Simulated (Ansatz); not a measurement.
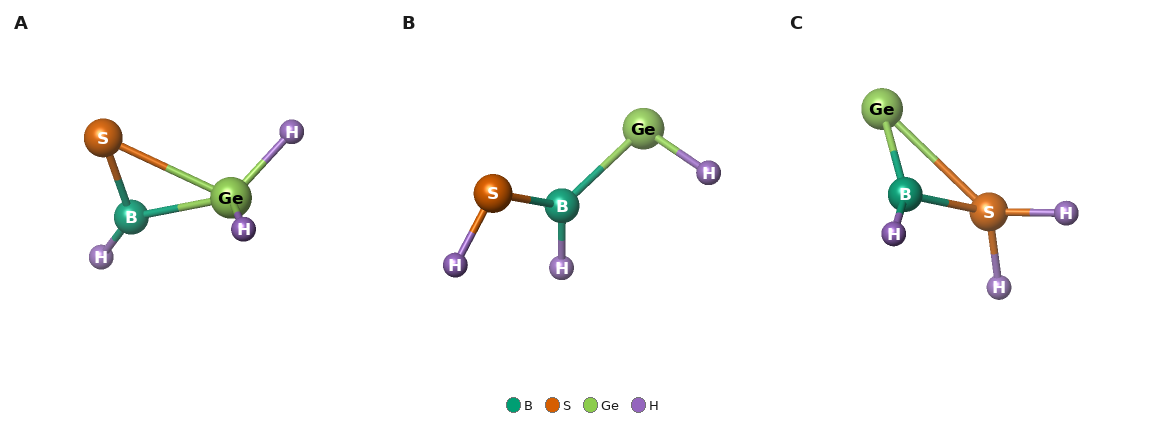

3 stationary structures of one formula. Geometries: PBE-D4/def2-SVP. Electronic energies: PBE-D4/def2-SVP (Ansatz 0.2.0), without zero-point energy. No frequency run is at hand to confirm each as a minimum.

> Which is lowest in energy, and by how much?

A is lowest (Cs); B lies 0.981 eV above it (C1), C lies 2.465 eV above it (Cs).
